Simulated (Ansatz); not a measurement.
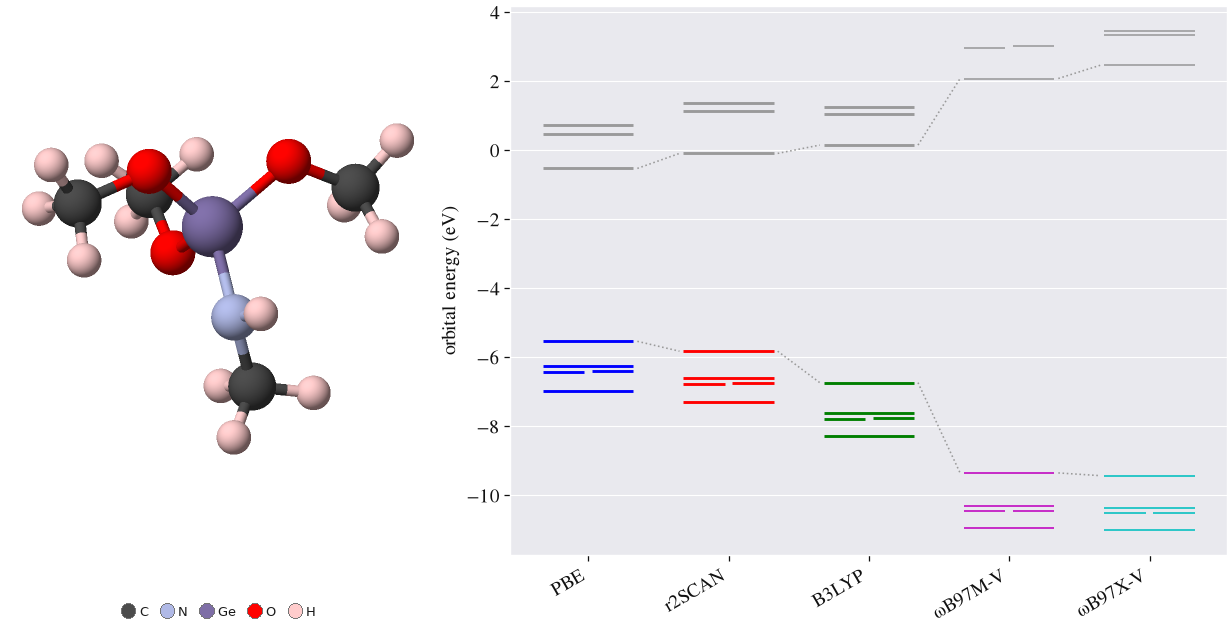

Frontier orbital energies of C₄H₁₃GeNO₃, SMILES C[NH][Ge]([O]C)([O]C)[O]C, singlet at one geometry, def2-TZVPP, the Ansatz code 0.2.0, at a PBE0-D4/def2-TZVP geometry (no frequency check). Empty levels are grey, levels within 0.1 eV stand side by side; all columns show the same few orbitals around the gap. Dotted lines join the HOMOs and the LUMOs.

### Compare the HOMO-LUMO separations.

The separation grows from 5.01 eV (PBE) to 11.89 eV (ωB97X-V).

```
  level  HOMO (eV)  LUMO (eV)  separation (eV)
    PBE      −5.54      −0.53             5.01
 r2SCAN      −5.83      −0.10             5.73
  B3LYP      −6.74       0.14             6.88
ωB97M-V      −9.35       2.07            11.43
ωB97X-V      −9.43       2.46            11.89
```

Caveats, for all or some of the runs: empty levels above zero depend strongly on the basis; no scalar relativity up to krypton; one conformer of a flexible molecule.
